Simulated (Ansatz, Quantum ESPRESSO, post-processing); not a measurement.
# Be chain with one bond drawn out by 2.0 Å: ballistic transmission, part 4 of 4

How well does the junction conduct in the ballistic limit? It is: Be chain with one bond drawn out by 2.0 Å.

Quantum ESPRESSO 7.5; plane-wave DFT, LDA, GBRV ultrasoft pseudopotentials; cross-check by Ansatz 0.2.0 with PAW datasets.

So far. Step 2 (SCF with pw.x): The run needed 22 iterations to bring the estimated error under 1e-07 Ry; the largest force on any atom, held or free, is 0.77 eV/Å. Step 3 (The open system): At no point does T exceed the number of channels.

**5. The same in Ansatz**

As a check, the same structure is run in Ansatz.

Level of this step: plane-wave DFT, LDA, Ansatz PAW (Ansatz 0.2.0).

input.yaml reads:

```yaml
crystal:
  lattice:
    - [7.5, 0.0, 0.0]
    - [0.0, 7.5, 0.0]
    - [0.0, 0.0, 23.5]
  atoms:
    - { symbol: Be, position: [0.5, 0.5, 0.0] }
    - { symbol: Be, position: [0.5, 0.5, 0.0914893617] }
    - { symbol: Be, position: [0.5, 0.5, 0.1829787234] }
    - { symbol: Be, position: [0.5, 0.5, 0.2744680851] }
    - { symbol: Be, position: [0.5, 0.5, 0.3659574468] }
    - { symbol: Be, position: [0.5, 0.5, 0.5425531915] }
    - { symbol: Be, position: [0.5, 0.5, 0.6340425532] }
    - { symbol: Be, position: [0.5, 0.5, 0.7255319149] }
    - { symbol: Be, position: [0.5, 0.5, 0.8170212766] }
    - { symbol: Be, position: [0.5, 0.5, 0.9085106383] }
kpoints:
  mp_grid: { grid: [1, 1, 4] }
hamiltonian:
  xc: lda
scf:
  occupations: { method: fermi_dirac, width: 0.1 }
  convergence: { dr2_threshold: 1.0e-08 }
output:
  transmission:
    leads: [[0, 1]]
    e_range: [-2.0, 2.0]
    de: 0.05
    kmesh: [1, 1]
    reduced_basis: true
  write_potential: true
  write_density: true
  volumetric_format: npy
  elf: true
```

On the command line:

```bash
$ ansatz run input.yaml --threads 2 --pin off --max-ram 4096MiB --backend cpu --events-out ev --progress --plain --runs-dir out
```

Numbers of over 12 decimals in the logs are rounded to 6 here.

Output:

```text
Engine: ansatz 0.2.0, aarch64-unknown-linux-gnu
Pseudopotentials: kind: paw
Pseudopotential: Be, paw, valence charge 2, recommended cutoff 420 eV (normal), Be.paw.azcp
Functional definition: SPW92
  exchange = slater_x
  correlation = pw_c
Crystal: 10 atoms, lattice volume = 1321.875 Å³
Basis set: ecut = 420 eV, 25847 PW (Γ)
Bands: 20, of which v1, the nominal top of the filled ones, is band 10 counted from 1 (9 counted from 0)
Symmetry: 16 space group operations
Space group: P4/mmm (ITA 123), of the structure as read, at distance tolerance 1.1e-4 Å
k-points: 3 of 4
Non-local potential: Be, projectors of the file, l = 0: 2, l = 1: 2, l = 2: 1
PAW form: soft (Blöchl's): semilocal exchange-correlation on the pseudo side does not see the compensation charge
PAW frozen core: Be, regenerated for the run's functional, and the local potential with it (the file was generated under x = pbe(κ = 0.804, μ = 0.219515), c = pbe(β = 0.066725))
PAW one-centre angular grid: Be, 110 points (default); XC on 64 Gauss nodes
Initial density: superposition of atomic densities (neutral atoms: chi_scale 0, normalization atom), corrected by the library's trained network
Initial wavefunctions: pseudopotential atomic-orbital guess
Functional: x = slater, c = lda
SCF iter   1: F=—  HF=-853.240501 eV  |F-HF|=—  |Δ(HF+E_count)|=         —  Δρ=3.58e-3  dr2=1.63e0  ethr=1.77e-3  ⟨swp⟩=14.0  Hψ=533  notcnv=0
preconditioner: auto → LDOS  [insulator: Δε(μ)=0.336 eV  Ē_g=3.066 eV  σ=0.100 eV  W_gap=0.62  n_scr=58 (ndim 8)  ℏωp=4.6 eV  f_vac=0.420  D(μ)=7.33/eV (n_scr^D=26)  ε∞_Penn≈3.2  β→1.0]
SCF iter   2: F=—  HF=-853.083878 eV  |F-HF|=—  |Δ(HF+E_count)|=   1.57e-1  Δρ=1.30e-3  dr2=3.54e-2  ethr=1.77e-3  ⟨swp⟩=4.3  Hψ=153  notcnv=0
SCF iter   3: F=—  HF=-853.086426 eV  |F-HF|=—  |Δ(HF+E_count)|=   2.55e-3  Δρ=3.02e-4  dr2=5.43e-3  ethr=1.77e-4  ⟨swp⟩=1.0  Hψ=60  notcnv=0
SCF iter   4: F=—  HF=-853.085828 eV  |F-HF|=—  |Δ(HF+E_count)|=   5.98e-4  Δρ=1.31e-4  dr2=1.02e-3  ethr=2.71e-5  ⟨swp⟩=2.0  Hψ=96  notcnv=0
SCF iter   5: F=—  HF=-853.085726 eV  |F-HF|=—  |Δ(HF+E_count)|=   1.02e-4  Δρ=4.03e-5  dr2=2.18e-4  ethr=5.11e-6  ⟨swp⟩=1.7  Hψ=78  notcnv=0
SCF iter   6: F=—  HF=-853.085705 eV  |F-HF|=—  |Δ(HF+E_count)|=   2.14e-5  Δρ=1.34e-5  dr2=1.15e-5  ethr=1.09e-6  ⟨swp⟩=1.0  Hψ=60  notcnv=0
SCF iter   7: F=—  HF=-853.085707 eV  |F-HF|=—  |Δ(HF+E_count)|=   2.44e-6  Δρ=4.75e-6  dr2=7.01e-7  ethr=5.77e-8  ⟨swp⟩=3.0  Hψ=124  notcnv=0
SCF iter   8: F=—  HF=-853.085668 eV  |F-HF|=—  |Δ(HF+E_count)|=   3.92e-5  Δρ=1.74e-6  dr2=1.86e-7  ethr=3.50e-9  ⟨swp⟩=2.0  Hψ=104  notcnv=0
SCF iter   9: F=—  HF=-853.085668 eV  |F-HF|=—  |Δ(HF+E_count)|=   2.64e-8  Δρ=7.52e-7  dr2=3.43e-8  ethr=9.31e-10  ⟨swp⟩=2.0  Hψ=86  notcnv=0
SCF iter  10: F=-853.085668 eV  HF=-853.085668 eV  |F-HF|=1.54e-9  |Δ(HF+E_count)|=   6.06e-9  Δρ=2.33e-7  dr2=2.49e-9  ethr=5.00e-11  ⟨swp⟩=4.0  Hψ=170  notcnv=0
SCF 1 converged in 10 iterations: F = -853.085668 eV  dr2 = 2.49e-9
  greatest PAW one-centre occupation: 0.419 electrons in one spin orbital (limit 2), on the Be atom at site 6 (counted from 0), in its partial waves of l = 0
transmission: 30 of 180 steps passed
transmission: 60 of 180 steps passed
[...]
transmission: 180 of 180 steps passed
SCF converged after 10 iterations
Free energy (F): -853.085668 eV
Harris-Foulkes:  -853.085668 eV  (|F-HF|=1.54e-9)
Internal energy: -852.731694 eV  (E = F + TS)
E sigma→0 (E₀):  -852.908681 eV
Entropy (-TS):   -0.353974 eV (-35.397 meV/atom)
Fermi energy:    -2.719361 eV
--- Per-component energies (eV) ---
  E_band       = -100.873125
  E_kinetic    = 144.105389
  E_local      = -472.997803  (includes V_loc(G=0)·N_el)
  E_nonlocal   = 59.908090
  E_hartree    = 172.202566
  E_xc         = -159.122318
  E_vxc        = -161.050723  (∫ρ·V_xc dr)
  E_paw        = -550.928146  (= ΣΔE_a)
  E_vpaw       = -15.242810  (= ΣTr[D̂ρ^β])
  E_aug_tail   = -0.000004  (compensation charges beyond the density's cutoff)
  E_ewald      = -46.202339
  E_core_change = 0.302871  (= ΣΔE_core)
  E_smearing   = -0.353974  (= −TS)
  E_closure    = 0.000000  (closes the sum)
  Σ components = -853.085668   (vs F -853.085668, Δ=0.00e0)
--- Band table (eV) ---
  k-point 0: bands = [... 6 lower, -4.4766, -3.7309, -3.2237, -2.7675, -2.5127, -2.5127, -2.4097, -2.4097, ... 6 higher]
  k-point 1: bands = [... 6 lower, -4.4393, -3.7827, -3.1603, -2.8027, -2.5042, -2.5042, -2.4266, -2.4266, ... 6 higher]
  k-point 2: bands = [... 6 lower, -4.4009, -3.8320, -3.0898, -2.8505, -2.4908, -2.4908, -2.4476, -2.4476, ... 6 higher]
--- Transmission ---
  basis      : 497 plane waves across, 30 finite elements along
  points     : 1, standing for a mesh of 1 x 1
  energies   : 81 from -2.000000 to 2.000000 eV about the Fermi level, 0.050000 eV apart; the leads are filled to 0.000000 eV, and channels, transmission and decay are at 0.000000 eV
  crystal 0  : Be1, at the sites [0, 1], period 2.1500 Å, over 21.50 Å; its Hamiltonian steps by up to 24.9 meV
    offset         : up to 0.0000 Å between an atom of the period and one for which it stands
    channels       : 0.000000e0 a spin
    conductance    : none, the energies end too early or step too widely for 300 K: set another output.transmission.e_range or a lower de, or, where they end at an eighth of basis.ecutwfc, a higher one
    slowest decay  : 0.0740 /Å at (0.0000, 0.0000)
  junction   : crystal 0 to crystal 0, -0.42 to 20.93 Å
    transmission   : 0.000000e0 a spin
    error estimate : 0.000000e0 a spin from the reduction of the transverse basis, at the most 1.999020e-5 at -0.100000 eV
    conductance    : none, the energies end too early or step too widely for 300 K: set another output.transmission.e_range or a lower de, or, where they end at an eighth of basis.ecutwfc, a higher one
```

Run time: 32 s. Hardware: 2 threads of Arm Neoverse V1, shared host; peak memory 0.97 GiB.

Numbers from this step:

```
free energy                                  : -853.0857 eV
energy at zero smearing                      : -852.9087 eV
smearing term TS                             : 0.3540 eV
Fermi energy                                 : -2.719 eV
symmetry operations                          : 16
step of the lead's Hamiltonian over a period : 24.9 meV
```

Per spin. Table of transmission by energy, zero at the Fermi level:

```csv
energy (eV),transmission
-2.0000,0.0290
-1.7500,0.0336
-1.5000,0.0395
-1.2500,0.0476
-1.0000,0.0597
-0.7500,0.0807
-0.5000,0.125
-0.2500,0.255
-0.1000,0.559
0.0000,0
0.2500,0
0.5000,0.0512
0.7500,0.0668
1.0000,0.0880
1.2500,0.111
1.5000,0.135
1.7500,0.161
2.0000,0.188
```

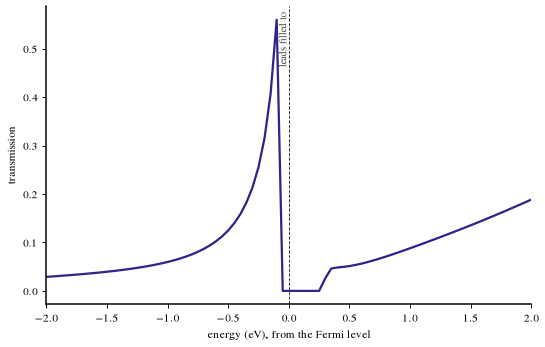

Transmission, plotted against energy.

Per spin. The open channels by energy, zero at the Fermi level:

| energy (eV) | open channels |
| --- | --- |
| -2.000 | 1 |
| -1.500 | 1 |
| -1.000 | 1 |
| -0.500 | 1 |
| 0.000 | 0 |
| 0.500 | 2 |
| 1.000 | 2 |
| 1.500 | 2 |
| 2.000 | 2 |

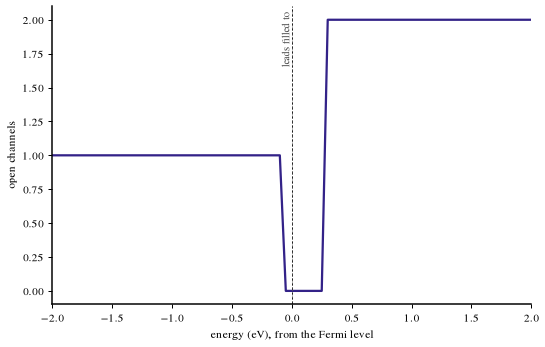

Open channels, plotted against energy.

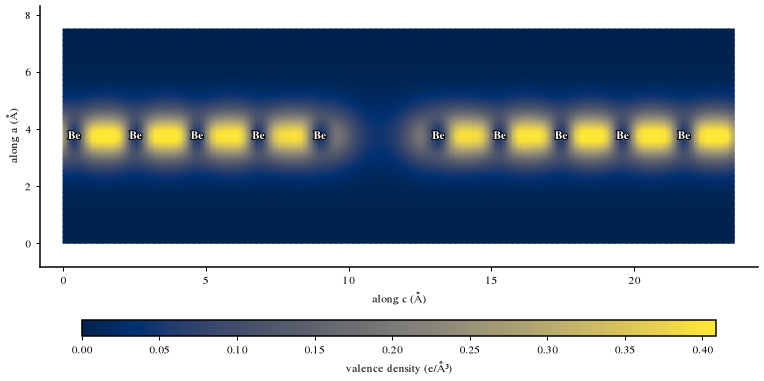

Valence density in the ca plane at fractional y = 0.500, with atoms of Be within 0.2 Å of it. It is the smooth field of the valence electrons, not physical close to the nuclei.

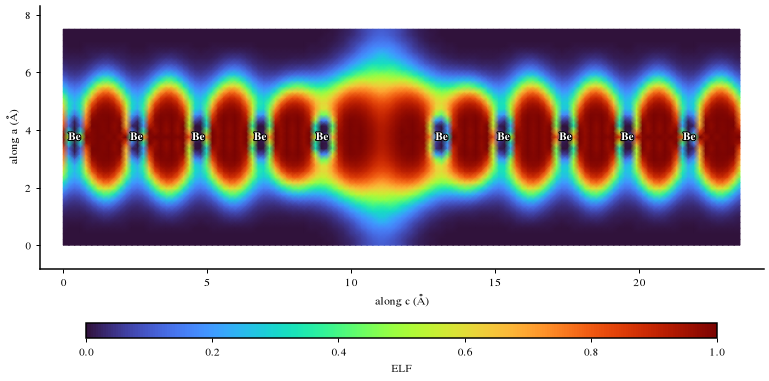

ELF in the ca plane at fractional y = 0.500, with atoms of Be within 0.2 Å of it. It is the smooth field of the valence electrons, not physical close to the nuclei.

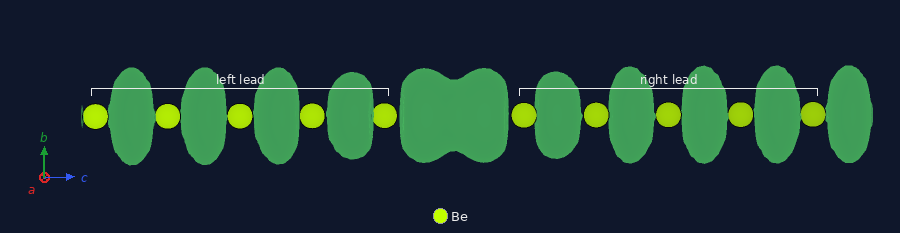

Surface of ELF = 0.85.

**6. All levels side by side**

All levels:

```
                   step  T at the Fermi level (per spin)  conductance (G0)  r.m.s. T(E) from the first  CPU time of the step (s)  peak memory (GiB)
                 Ansatz                                0                 -                           0                     60.84              0.969
                 pwcond                                0                 0                      0.1013                     391.5               0.38
pwcond, changed setting                                0                 0                      0.1014                     106.7               0.38
```

Per spin. Table of transmission by energy, zero at the Fermi level:

```
energy (eV)  Ansatz  pwcond  pwcond, changed setting
    -2.0000  0.0290  0.0236                   0.0233
    -1.8000  0.0326  0.0260                   0.0253
    -1.5000  0.0395  0.0310                   0.0302
    -1.3000  0.0457  0.0334                   0.0325
    -1.0000  0.0597  0.0375                   0.0359
    -0.8000  0.0753  0.0447                   0.0420
    -0.5000   0.125  0.0740                   0.0679
    -0.3000   0.213   0.104                   0.0967
    -0.1000   0.559       0                        0
     0.0000       0       0                        0
     0.2000       0  0.0413                   0.0424
     0.5000  0.0512  0.0366                   0.0365
     0.7000  0.0630  0.0591                   0.0589
     1.0000  0.0880  0.0801                   0.0801
     1.2000   0.106  0.0983                   0.0982
     1.5000   0.135   0.144                    0.144
     1.7000   0.156   0.172                    0.172
     1.8000   0.166   0.177                    0.178
     2.0000   0.188   0.132                    0.135
```

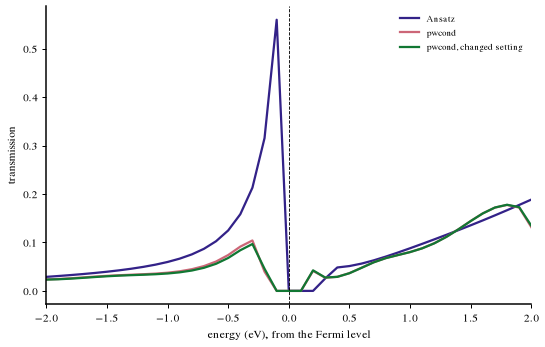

Transmission against energy.

**7. Outcome**

| Quantity | Value |
| --- | --- |
| conductance by pwcond, in doubt | 0 G₀ |
| conductance by Ansatz | 0 G₀ |

**Reading.** pwcond (LDA, GBRV ultrasoft) gives 0 G₀ and Ansatz (PAW) 0 G₀ a cell at the Fermi level; both codes find a gap in the lead at the Fermi level, so the value says nothing about the junction. No independent third code was run. In the second code the Fermi level lies in a gap of the lead, so a small shift of that gap decides the value. The geometry is as built, not relaxed, and the leads are short.

[Logs are printed without paths, hosts, clocks, repeated set-up lines and the standing remarks that a program may print on its own settings, such as how far it seeks lower states.]

[Hosts, paths, dates, database ids (printed as entryN), source tags and the programs' standing remarks are cut or masked in the printed files.]

[Maps of the electrostatic potential energy from Ansatz leave out the sawtooth potential of an applied field or a dipole correction, so their vacuum need not be flat; planar profiles and work functions include it.]
